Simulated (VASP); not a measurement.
# BaZrSe2S with r2SCAN: from relaxation to properties

Aim: relax BaZrSe2S, then compute properties on the relaxed cell. The steps: rough relaxation of the start cell, full relaxation (r2SCAN), single point with fields (r2SCAN) and band structure (r2SCAN). The cell is invented: it takes the structure of a Materials Project entry for BaZrSe3 (space group 1 there), with some of its atoms replaced by other elements, volume scaled by an estimate. It may not be a known or stable phase. The atoms of the start are displaced at random from the sites of a Cm cell.

Program: VASP 6.6.1. Level of theory: r2SCAN; plane waves and PAW (Ba_sv, Zr_sv, Se, S); invented cell. Results are calculated unless marked as measured.

### Step 1. Starting point

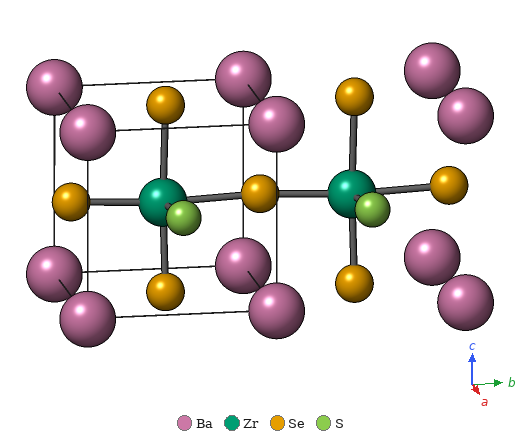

The cell as given, slightly off an axis (barium pink, zirconium teal, selenium orange, sulfur green). 1×2×1 cells are drawn. Some periodic images of atoms are drawn too.

### Step 2. Rough relaxation of the start cell

The start is only an estimate, so a cheap relaxation brings it near a minimum before any careful run. r2SCAN adds the kinetic-energy density, costs more than a GGA and is run with LASPH.

File INCAR:

```
SYSTEM = BaZrSe2S
PREC = Normal
ENCUT = 400
EDIFF = 1E-05
NELM = 60
ISMEAR = -1
SIGMA = 0.05
LREAL = .FALSE.
ALGO = Normal
METAGGA = R2SCAN
LASPH = .TRUE.
NBANDS = 26
LORBIT = 11
LWAVE = .FALSE.
LCHARG = .FALSE.
KPAR = 2
IBRION = 2
NSW = 40
ISIF = 3
EDIFFG = -0.04
```

File POSCAR:

```
BaZrSe2S
1.0
    5.2578540000      0.0000000000      0.0000000000
    0.0035560000      5.2668130000      0.0000000000
    0.0079060000      0.0099980000      5.2798100000
Ba Zr Se S
1 1 2 1
Direct
    0.9995230000      0.9998390000      0.9961320000
    0.4770820000      0.4896360000      0.4745550000
    0.4890520000      1.0018970000      0.5004280000
    0.4927290000      0.5010630000      0.9980480000
    0.9843010000      0.5098780000      0.5121900000
```

File KPOINTS:

```
Automatic mesh
0
Gamma
3 3 3
0 0 0
```

The projector-augmented-wave data sets are Ba_sv, Zr_sv, Se and S (PBE family, release 64).

The run is started by

```console
$ mpirun -np 2 vasp_std
```

The program printed:

```text
[banner, memory and clock lines left out]
running    2 mpi-ranks, on    1 nodes
 distrk:  each k-point on    1 cores,    2 groups
 distr:  one band on    1 cores,    1 groups

 POSCAR found type information on POSCAR BaZrSeS
 POSCAR found :  4 types and       5 ions
|                                                                             |
|               ----> ADVICE to this user running VASP <----                  |
|                                                                             |
|     You enforced a specific xc type in the INCAR file but a different       |
|     [... a line on the potential file left out ...]
|     I HOPE YOU KNOW WHAT YOU ARE DOING!                                     |
|                                                                             |

 LDA part: xc-table for (None), standard interpolation
 POSCAR, INCAR and KPOINTS ok, starting setup
 FFT: planning ... GRIDC
 FFT: planning ... GRID_SOFT
 FFT: planning ... GRID
 WAVECAR not read
 entering main loop
       N       E                     dE             d eps       ncg     rms          rms(c)
DAV:   1     0.192687510759E+03    0.19269E+03   -0.16623E+04   728   0.115E+03
DAV:   2    -0.866800719454E+02   -0.27937E+03   -0.27385E+03   928   0.278E+02
DAV:   3    -0.107953830509E+03   -0.21274E+02   -0.21213E+02  1224   0.702E+01
DAV:   4    -0.108941300132E+03   -0.98747E+00   -0.98469E+00  1102   0.120E+01
DAV:   5    -0.108981414191E+03   -0.40114E-01   -0.40110E-01  1136   0.172E+00    0.155E+01
DAV:   6    -0.951880207150E+02    0.13793E+02   -0.96348E+00  1104   0.177E+01    0.638E+00
DAV:   7    -0.951845817400E+02    0.34390E-02   -0.14899E+00   912   0.620E+00    0.301E+00
DAV:   8    -0.952157908249E+02   -0.31209E-01   -0.25921E-01   914   0.251E+00    0.131E+00
DAV:   9    -0.952123917708E+02    0.33991E-02   -0.67037E-02   912   0.136E+00    0.267E-01
DAV:  10    -0.952132674863E+02   -0.87572E-03   -0.60081E-03  1200   0.375E-01    0.185E-01
DAV:  11    -0.952138137972E+02   -0.54631E-03   -0.75731E-04   928   0.190E-01    0.478E-02
DAV:  12    -0.952138430380E+02   -0.29241E-04   -0.69489E-05  1000   0.510E-02    0.250E-02
DAV:  13    -0.952138569444E+02   -0.13906E-04   -0.27727E-05   688   0.315E-02    0.135E-02
DAV:  14    -0.952138571818E+02   -0.23740E-06   -0.26794E-06   448   0.108E-02
   1 F= -.95213857E+02 E0= -.95213853E+02  d E =-.952139E+02
 curvature:   0.00 expect dE= 0.000E+00 dE for cont linesearch  0.000E+00
 trial: gam= 0.00000 g(F)=  0.151E-01 g(S)=  0.275E+00 ort = 0.000E+00 (trialstep = 0.100E+01)
 search vector abs. value=  0.290E+00
 bond charge predicted
       N       E                     dE             d eps       ncg     rms          rms(c)
DAV:   1    -0.961475580449E+02   -0.93370E+00   -0.43820E+01   744   0.435E+01    0.755E+00
DAV:   2    -0.955560688951E+02    0.59149E+00   -0.20390E+00   804   0.915E+00    0.310E+00
DAV:   3    -0.953413599145E+02    0.21471E+00   -0.70377E-01   952   0.534E+00    0.145E+00
DAV:   4    -0.953499122058E+02   -0.85523E-02   -0.10240E-01  1072   0.146E+00    0.708E-01
DAV:   5    -0.953518873165E+02   -0.19751E-02   -0.12792E-02  1168   0.650E-01    0.450E-01
DAV:   6    -0.953533150243E+02   -0.14277E-02   -0.23852E-03  1176   0.303E-01    0.103E-01
DAV:   7    -0.953533904531E+02   -0.75429E-04   -0.40849E-04  1184   0.117E-01    0.395E-02
DAV:   8    -0.953533986879E+02   -0.82348E-05   -0.41985E-05   840   0.366E-02
   2 F= -.95353399E+02 E0= -.95353395E+02  d E =-.139542E+00
[... from here on, the cycles between the ionic steps are left out ...]
   3 F= -.95355413E+02 E0= -.95355410E+02  d E =-.141556E+00
   4 F= -.95380495E+02 E0= -.95380492E+02  d E =-.250815E-01
   5 F= -.95380643E+02 E0= -.95380640E+02  d E =-.252297E-01
   6 F= -.95387367E+02 E0= -.95387365E+02  d E =-.672378E-02
   7 F= -.95390077E+02 E0= -.95390076E+02  d E =-.943428E-02
   8 F= -.95391276E+02 E0= -.95391275E+02  d E =-.106333E-01
   9 F= -.95395241E+02 E0= -.95395240E+02  d E =-.396455E-02
  10 F= -.95398474E+02 E0= -.95398473E+02  d E =-.719770E-02
  11 F= -.95401737E+02 E0= -.95401737E+02  d E =-.326364E-02
  12 F= -.95403284E+02 E0= -.95403284E+02  d E =-.481071E-02
  13 F= -.95404524E+02 E0= -.95404524E+02  d E =-.123952E-02
  14 F= -.95404912E+02 E0= -.95404912E+02  d E =-.162762E-02
  15 F= -.95405881E+02 E0= -.95405881E+02  d E =-.968860E-03
  16 F= -.95406577E+02 E0= -.95406576E+02  d E =-.166446E-02
  17 F= -.95407505E+02 E0= -.95407504E+02  d E =-.928035E-03
  18 F= -.95408935E+02 E0= -.95408934E+02  d E =-.235797E-02
  19 F= -.95409692E+02 E0= -.95409692E+02  d E =-.757511E-03
  20 F= -.95409733E+02 E0= -.95409733E+02  d E =-.798309E-03
 curvature:  -0.99 expect dE=-0.667E-03 dE for cont linesearch -0.920E-06
 trial: gam= 0.57879 g(F)=  0.223E-03 g(S)=  0.450E-03 ort = 0.419E-04 (trialstep = 0.102E+01)
 search vector abs. value=  0.135E-02
 bond charge predicted
       N       E                     dE             d eps       ncg     rms          rms(c)
DAV:   1    -0.954101002051E+02   -0.36645E-03   -0.10011E-01   728   0.181E+00    0.198E-01
DAV:   2    -0.954103465676E+02   -0.24636E-03   -0.41803E-03   906   0.376E-01    0.893E-02
DAV:   3    -0.954102227659E+02    0.12380E-03   -0.33123E-04  1008   0.117E-01    0.357E-02
DAV:   4    -0.954102170186E+02    0.57473E-05   -0.96276E-05  1096   0.543E-02
  21 F= -.95410217E+02 E0= -.95410217E+02  d E =-.484160E-03
 trial-energy change:   -0.000484  1 .order   -0.000465   -0.000708   -0.000223
 step:   1.4809(harm=  1.4809)  dis= 0.00594  next Energy=   -95.410249 (dE=-0.516E-03)
 reached required accuracy - stopping structural energy minimisation
```

Wall time 9.5 min (2 MPI ranks of AMD EPYC 7R43, shared host); peak memory 0.33 GiB.

The logs omit lines about the potential files and the build; timing stands in the text.

From OUTCAR (step 2):

```text
ion  position               nearest neighbor table
   1  1.000  1.000  0.996-   5 3.64   3 3.67   4 3.69   4 3.70   5 3.70   3 3.71   4 3.74   4 3.75
                             5 3.75   3 3.75
   2  0.477  0.490  0.475-   4 2.52   3 2.57   5 2.60   5 2.68   3 2.70   4 2.77
   3  0.489  0.002  0.500-   2 2.57   2 2.70   1 3.67   1 3.71   1 3.75
   4  0.493  0.501  0.998-   2 2.52   2 2.77   1 3.69   1 3.70   1 3.74   1 3.75
   5  0.984  0.510  0.512-   2 2.60   2 2.68   1 3.64   1 3.70   1 3.75

  LATTYP: Found a triclinic cell.
 ALAT       =     7.4568573792
 B/A-ratio  =     0.7051032000
 C/A-ratio  =     0.9991525413
 COS(alpha) =     0.0005838505
 COS(beta)  =     0.5012229186
 COS(gamma) =     0.7061634322

 Subroutine GETGRP returns: Found  1 space group operations
 (whereof  1 operations were pure point group operations)

The static configuration has the point symmetry C_1 .

 Found     14 irreducible k-points:

   k-points           NKPTS =     14   k-points in BZ     NKDIM =     14   number of bands    NBANDS=     26

   dimension x,y,z NGX =    28 NGY =   28 NGZ =   28
   dimension x,y,z NGXF=    56 NGYF=   56 NGZF=   56

   ENCUT  =  400.0 eV  29.40 Ry    5.42 a.u.   8.57  8.59  8.61*2*pi/ulx,y,z

   NELECT =      40.0000    total number of electrons

 k-points in reciprocal lattice and weights: Automatic mesh
   0.00000000  0.00000000  0.00000000       0.037
   0.33333333 -0.00000000 -0.00000000       0.074
   0.00000000  0.33333333  0.00000000       0.074
   0.33333333  0.33333333  0.00000000       0.074
  -0.33333333  0.33333333  0.00000000       0.074
   0.00000000  0.00000000  0.33333333       0.074
   0.33333333 -0.00000000  0.33333333       0.074
  -0.33333333  0.00000000  0.33333333       0.074
   0.00000000  0.33333333  0.33333333       0.074
[...]
0.33333333 -0.33333333  0.33333333       0.074
  -0.33333333 -0.33333333  0.33333333       0.074

 average (electrostatic) potential at core
       1 -41.5978       2 -86.1622       3 -57.9745       4 -57.9820       5 -89.8596

 E-fermi :   3.8414

 k-point     1 :       0.0000    0.0000    0.0000
  band No.  band energies     occupation
    ...
     16       2.1104      2.00000
     17       2.3617      2.00000
     18       2.5443      2.00000
     19       2.8154      2.00000
     20       2.8804      2.00000
     21       4.4674      0.00001
     22       4.6027      0.00000
     23       4.9559      0.00000
     24       6.0227      0.00000
     25       6.0824      0.00000
    ...

 k-point     2 :       0.3333   -0.0000   -0.0000
  band No.  band energies     occupation
    ...
     16       1.2412      2.00000
     17       1.4876      2.00000
     18       1.6780      2.00000
     19       2.4569      2.00000
     20       2.6439      2.00000
     21       4.6764      0.00000
     22       5.7690      0.00000
     23       6.0865      0.00000
     24       6.3948      0.00000
     25       7.2076      0.00000
    ...

 k-point     3 :       0.0000    0.3333    0.0000
  band No.  band energies     occupation
    ...
     16       1.4645      2.00000
     17       1.6281      2.00000
     18       1.6793      2.00000
     19       2.3433      2.00000
     20       2.6532      2.00000
     21       4.8456      0.00000
     22       5.5969      0.00000
     23       5.9347      0.00000
     24       6.4480      0.00000
     25       7.1971      0.00000
    ...

  Total       -0.0712428     -0.0889063     -0.0514295      0.0046718     -0.0036288      0.0094534
  in kB       -0.8108463     -1.0118827     -0.5853423      0.0531714     -0.0413008      0.1075928
  external PRESSURE =      -0.8026904 kB  Pullay stress =       0.0000000 kB

  energy-cutoff  :      400.00
  volume of cell :      140.77
      direct lattice vectors                 reciprocal lattice vectors
     4.983758570  0.003579861  0.009730946     0.200653289 -0.000271436 -0.000676008
     0.007185805  5.299176270  0.005131601    -0.000134499  0.188709279 -0.000538976
     0.017978599  0.015236788  5.330306143    -0.000366181 -0.000181179  0.187608238

 POSITION                                       TOTAL-FORCE (eV/Angst)
 -----------------------------------------------------------------------------------
      4.94806      5.26124      5.23638         0.001992     -0.017182     -0.017882
      2.32753      2.56482      2.52843        -0.002446      0.009617      0.004857
      2.52696      0.01353      2.73834         0.001491      0.003650     -0.006908
      2.51172      2.71838      5.32182         0.008879      0.001849     -0.002245
      4.92382      2.76760      2.77805        -0.009917      0.002065      0.022178
 -----------------------------------------------------------------------------------
    total drift:                                0.001075      0.002783     -0.003599

  FREE ENERGIE OF THE ION-ELECTRON SYSTEM (eV)
  ---------------------------------------------------
  free  energy   TOTEN  =       -95.4102170186 eV

  energy  without entropy=      -95.4102165851  energy(sigma->0) =      -95.41021680

 reached required accuracy - stopping structural energy minimisation

 total charge
# of ion       s       p       d       tot
------------------------------------------
    1        2.000   5.617   0.170   7.787
    2        2.165   6.012   1.431   9.607
    3        1.439   2.523   0.015   3.976
    4        1.439   2.522   0.015   3.975
    5        1.321   2.475   0.000   3.796
--------------------------------------------------
tot          8.363  19.149   1.629  29.142

[... 3 further parts left out ...]
```

CONTCAR:

```
BaZrSe2S
   1.00000000000000
     4.9837585698969002    0.0035798614709926    0.0097309463969475
     0.0071858048573936    5.2991762697342670    0.0051316008066391
     0.0179785994292179    0.0152367875983658    5.3303061430579772
  Ba              Zr              Se              S
     1     1     2     1
Direct
     0.9878762439652391    0.9893564667518827    0.9796234643886139
     0.4646218017591571    0.4823296456163023    0.4730367449145481
     0.5051871005643918    0.0007371623674592    0.5128073305694374
     0.4996497423874470    0.5097776296631029    0.9970055575552768
     0.9853521113237718    0.5201120956012539    0.5188799025721222
```

The gap is read on the k-mesh alone, so it is an upper bound where the band edges lie off the mesh. Harder data sets than Ba_sv exist (the GW ones), and pressures, volumes and forces can shift noticeably with them. This relaxation is a rough one on cheap settings, only to bring the start near its minimum. The PAW data sets were made with PBE, which is usual practice but a small mismatch for other functionals.

Relaxation path:

| step | energy less that of the first step (eV) | largest force (eV/Å) | pressure (GPa) | volume (Å³) |
| --- | --- | --- | --- | --- |
| 1 | 0.0000 | 0.2994 | -2.34 | 146.21 |
| 2 | -0.1395 | 0.2449 | 1.64 | 137.26 |
| 3 | -0.1416 | 0.2418 | 1.17 | 138.14 |
| 4 | -0.1666 | 0.2745 | 0.05 | 140.39 |
| 5 | -0.1668 | 0.2651 | 0.11 | 140.23 |
| 6 | -0.1735 | 0.1937 | -0.16 | 140.84 |
| 7 | -0.1762 | 0.1604 | -0.80 | 142.30 |
| 8 | -0.1774 | 0.1230 | -0.59 | 141.78 |
| 9 | -0.1814 | 0.1385 | -0.35 | 141.28 |
| 10 | -0.1846 | 0.2245 | 0.21 | 140.21 |
| 11 | -0.1879 | 0.1391 | 0.17 | 140.19 |
| 12 | -0.1894 | 0.0878 | 0.13 | 140.17 |
| 13 | -0.1907 | 0.0850 | -0.04 | 140.49 |
| 14 | -0.1911 | 0.0832 | -0.22 | 140.82 |
| 15 | -0.1920 | 0.0757 | -0.13 | 140.59 |
| 16 | -0.1927 | 0.0835 | 0.12 | 140.10 |
| 17 | -0.1936 | 0.0690 | 0.13 | 140.12 |
| 18 | -0.1951 | 0.0621 | 0.15 | 140.18 |
| 19 | -0.1958 | 0.0510 | -0.05 | 140.69 |
| 20 | -0.1959 | 0.0462 | -0.13 | 140.92 |
| 21 | -0.1964 | 0.0249 | -0.08 | 140.77 |

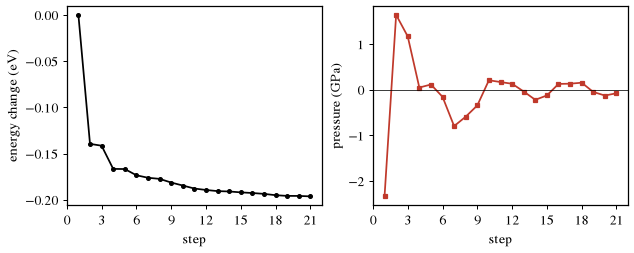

Energy and pressure along the relaxation.

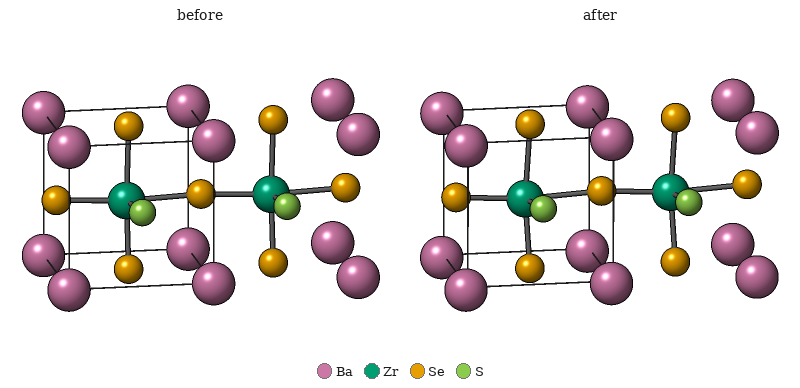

The structure before and after the relaxation, drawn at the same scale.

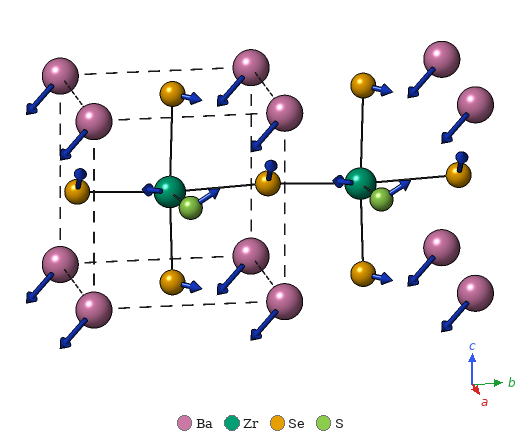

Displacements in the relaxation, exaggerated, measured against the changing cell; the longest in the cell stands for 0.12 Å. 1×2×1 cells are drawn. Some periodic images of atoms are drawn too.

| cell as run | before | after | change |
| --- | --- | --- | --- |
| a (Å) | 5.258 | 4.984 | -5.2 % |
| b (Å) | 5.267 | 5.299 | +0.6 % |
| c (Å) | 5.280 | 5.330 | +1.0 % |
| α (°) | 89.89 | 89.78 | -0.1 % |
| β (°) | 89.91 | 89.69 | -0.2 % |
| γ (°) | 89.96 | 89.88 | -0.1 % |
| volume (Å³/atom) | 29.24 | 28.15 | -3.7 % |

The atoms that moved most (Å, as changes of fractional coordinates times the final cell):

| atom | dx | dy | dz | length |
| --- | --- | --- | --- | --- |
| Ba1 | -0.058 | -0.056 | -0.088 | 0.120 |
| Se3 | 0.081 | -0.006 | 0.066 | 0.104 |
| Zr2 | -0.062 | -0.039 | -0.008 | 0.074 |
| S5 | 0.005 | 0.054 | 0.036 | 0.065 |
| Se4 | 0.035 | 0.046 | -0.005 | 0.058 |

Final coordinates:

```
Ba Zr Se S
1.0
     4.98376    0.00358    0.00973
     0.00719    5.29918    0.00513
     0.01798    0.01524    5.33031
Ba Zr Se S
1 1 2 1
Cartesian
  4.9481 5.2612 5.2364
  2.3275 2.5648 2.5284
  2.5341 5.3127 2.7435
  2.5117 2.7184 5.3218
  4.9238 2.7676 2.7780
```

A gap read on the k-mesh alone can miss the band edges.

This step gave:

```
electrons                       : 40
bands                           : 26
irreducible k-points            : 14
symmetry operations             : 1
free energy (TOTEN)             : -95.4102 eV
Fermi energy                    : 3.841 eV
pressure                        : -0.08027 GPa
metallic                        : no
valence top at k                : 0.3333, 0.3333, 0.3333
conduction bottom at k          : 0, 0, 0
least direct gap at k           : 0, 0, 0
SCF cycles over all ionic steps : 129
gap on the k-mesh               : 1.300 eV
least direct gap on the k-mesh  : 1.587 eV
```

It ends with a largest force of 0.025 eV/Å and a pressure of -0.08 GPa.

[end of part 1 of 3]

[Lines on the potential files, build, host, timing and source positions are cut from VASP's logs without a mark.]

[Logs are printed without paths, hosts, clocks, repeated set-up lines and the standing remarks that a program may print on its own settings, such as how far it seeks lower states.]

[Hosts, paths, dates, database ids (printed as entryN), source tags and the programs' standing remarks are cut or masked in the printed files.]

[A measured line is paired with the nearest computed mode of its activity, which favours agreement.]

[In band tables of VASP the shares of atoms and orbitals are scaled to a sum of 1 inside the atoms' spheres.]
